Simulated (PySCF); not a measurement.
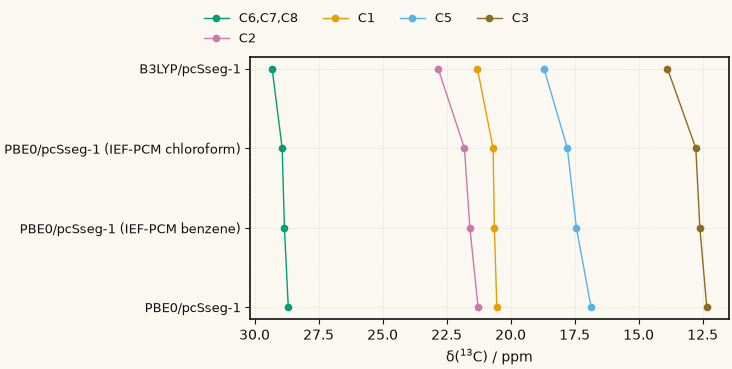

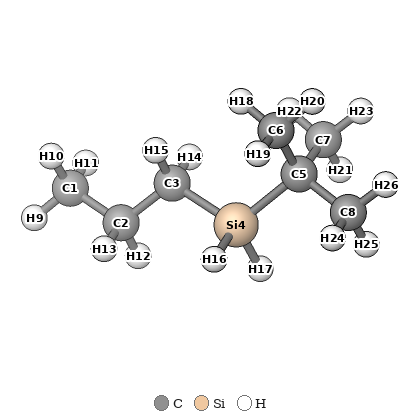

GIAO ¹³C shifts of C₇H₁₈Si, SMILES CCC[SiH2]C(C)(C)C at several levels, one geometry, PySCF 2.14.0, at a PBE0-D3(BJ)/def2-SVP geometry (no frequency check); values of one conformer, averaged over nuclei that symmetry or rotation about single bonds exchange, these motions taken as fast; other conformers aren't averaged in; each against TMS at the same level.

Question: How much does each signal move over these levels?

Answer:
| atoms | lowest | highest | spread (ppm) |
| --- | --- | --- | --- |
| C6, C7, C8 | 28.7 | 29.3 | 0.6 |
| C2 | 21.3 | 22.8 | 1.6 |
| C1 | 20.5 | 21.3 | 0.8 |
| C5 | 16.9 | 18.7 | 1.8 |
| C3 | 12.3 | 13.9 | 1.5 |

Question: Do all levels give the signals in the same order?

Answer: Yes, the order of the signals is the same at every level.
